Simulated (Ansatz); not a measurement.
# [SiH3]− (SMILES [SiH3-]) at BHLYP/6-31G

Aim: the vertical ionisation energy of [SiH3]− at BHLYP/6-31G, from 2 runs. 

Program for the calculation: Ansatz 0.2.0.

2 further runs of the same task are left out: 2 set aside as unsound or not needed.

## 1. The molecule

[SiH3]− has 4 atoms, charge -1, and is taken as a singlet. SMILES: `[SiH3-]`. Geometry: relaxed at PBE0-D4/def2-TZVPD.

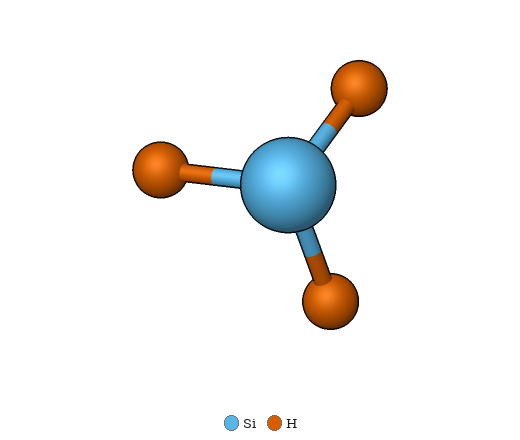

The structure, seen from a chosen angle (silicon blue, hydrogen orange).

## 2. The energy at BHLYP/6-31G

The input, molecule.yaml:

```yaml
crystal:
  periodic: [false, false, false]
  atoms:
    - symbol: Si
      position_ang: [0.539700, -0.050700, -0.300900]
    - symbol: H
      position_ang: [0.426600, 0.622300, 1.085900]
    - symbol: H
      position_ang: [-0.298500, -1.283700, 0.106800]
    - symbol: H
      position_ang: [-0.667800, 0.712200, -0.891800]
basis:
  gaussian: {orbitals: 6-31G}
total_charge: -1
hamiltonian: {xc: {name: BHLYP}}
accuracy: high
```

The run is started by

```bash
$ ansatz run molecule.yaml --threads 1 --pin off --max-ram 2610MiB --events-out events.jsonl --progress --plain --runs-dir runs
```

The program printed:

```text
Warning: RAYON_NUM_THREADS=1 ignored (pool sized by the plan → 1); use --threads N
Functional definition: BHLYP
  name "BHLYP"
  parameter a = 0.5
  exchange = (1 - a)*b88_x + a*exact_x
  correlation = lyp_c
414 factors; integrals over basis functions are off by at most 3.8e-9 eV
mean field evaluation 1: about -7924.1899 eV, gradient 4.0e0 eV
mean field evaluation 2: about -7924.2789 eV, gradient 1.2e0 eV
mean field evaluation 4: about -7924.2862 eV, gradient 4.3e-2 eV
mean field evaluation 8: about -7924.2844 eV, gradient 5.4e-4 eV
mean field -7924.28437560 eV, -291.2120795305 hartree, gradient 1.0e-8 eV, S^2 0.000000; 0 other end points of the search recorded, 0 dependent functions left out
reference -7924.28439692 eV, -291.2120803140 hartree; 9, 9 occupied and 10, 10 virtual orbitals, 414 factors
Total energy: -7924.28439692 eV, -291.2120803140 hartree
```

Run time: 0.56 s. Hardware: 1 thread of Intel Xeon Platinum 8488C (Sapphire Rapids), shared host.

## 3. Doublet neutral SiH3

The input, input.yaml:

```yaml
crystal:
  periodic: [false, false, false]
  atoms:
    - {symbol: Si, position_ang: [0.539700, -0.050700, -0.300900]}
    - {symbol: H, position_ang: [0.426600, 0.622300, 1.085900]}
    - {symbol: H, position_ang: [-0.298500, -1.283700, 0.106800]}
    - {symbol: H, position_ang: [-0.667800, 0.712200, -0.891800]}
basis:
  gaussian:
    orbitals: 6-31G
magnetization:
  spin_polarized: true
  initial_magnetization: 1
hamiltonian:
  xc: {name: BHLYP}
accuracy: high
```

The run is started by

```bash
$ ansatz run input.yaml --threads 1 --pin off --max-ram 2610MiB --events-out events.jsonl --progress --plain --runs-dir runs
```

The program printed:

```text
Warning: RAYON_NUM_THREADS=1 ignored (pool sized by the plan → 1); use --threads N
[... 5 set-up lines as earlier in the session ...]
414 factors; integrals over basis functions are off by at most 3.8e-9 eV
mean field evaluation 1: about -7922.5880 eV, gradient 3.3e0 eV
mean field evaluation 2: about -7922.7057 eV, gradient 9.5e-1 eV
mean field evaluation 4: about -7922.7179 eV, gradient 1.0e-1 eV
mean field evaluation 8: about -7922.7187 eV, gradient 9.5e-4 eV
mean field evaluation 16: about -7922.7187 eV, gradient 2.5e-7 eV
mean field -7922.71874715 eV, -291.1545437462 hartree, gradient 7.2e-9 eV, S^2 0.750594; 0 other end points of the search recorded, 0 dependent functions left out
reference -7922.71876812 eV, -291.1545445168 hartree; 9, 8 occupied and 10, 11 virtual orbitals, 414 factors
Total energy: -7922.71876812 eV, -291.1545445168 hartree
```

Wall time 0.93 s (1 thread of Intel Xeon Platinum 8488C (Sapphire Rapids), shared host); peak memory 0.12 GiB.

## 4. What came out

Level: BHLYP/6-31G.

| quantity | value |
| --- | --- |
| singlet [SiH3]−: total energy | -291.21208 Eh |
| doublet neutral SiH3: total energy | -291.15454 Eh |
| doublet neutral SiH3: ⟨S²⟩ | 0.751 |
| vertical detachment energy (to the doublet neutral) | 1.566 eV |

In words: Removing an electron at fixed nuclei costs 1.57 eV (36 kcal/mol).
